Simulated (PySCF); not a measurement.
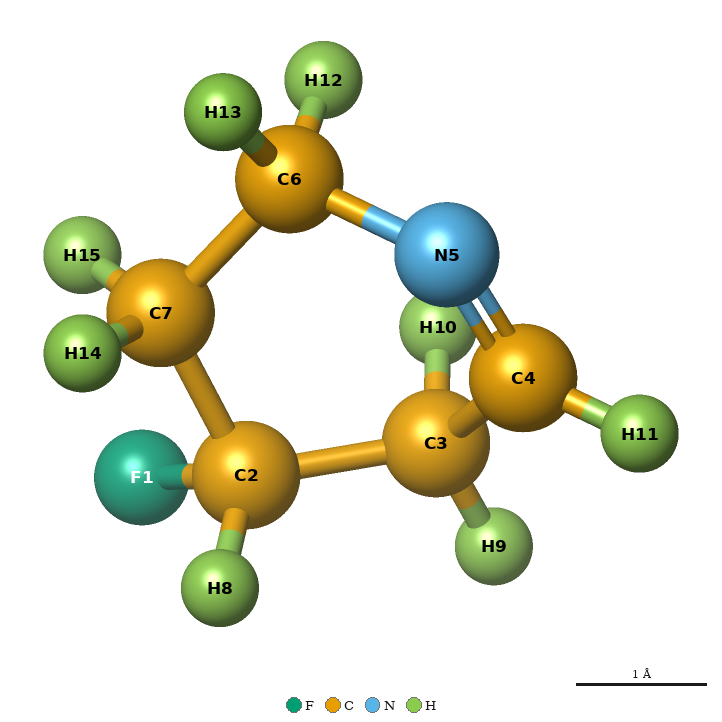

Atoms carry their numbers in the input. Geometry: a frame of a GFN2-xTB molecular-dynamics simulation, not a minimum.

How are the neighbours of atom 7 arranged?

Answer. C7 has 4 neighbours (C2 at 1.52, C6 at 1.54, H14 at 1.13, H15 at 1.14 Å); the arrangement is tetrahedral.

How are the neighbours of atom 4 arranged?

Answer. C4 has 3 neighbours (C3 at 1.51, N5 at 1.27, H11 at 1.04 Å); the arrangement is trigonal planar.

Describe the coordination of atom 5.

Answer. N5 has 2 neighbours (C4 at 1.27, C6 at 1.46 Å); the arrangement is bent.

Describe the coordination of atom 3.

Answer. C3 has 4 neighbours (C2 at 1.49, C4 at 1.51, H9 at 1.09, H10 at 1.11 Å); the arrangement is tetrahedral.

What is the dihedral angle C4–N5–C6–C7?

Answer. 42° in size, that is gauche.
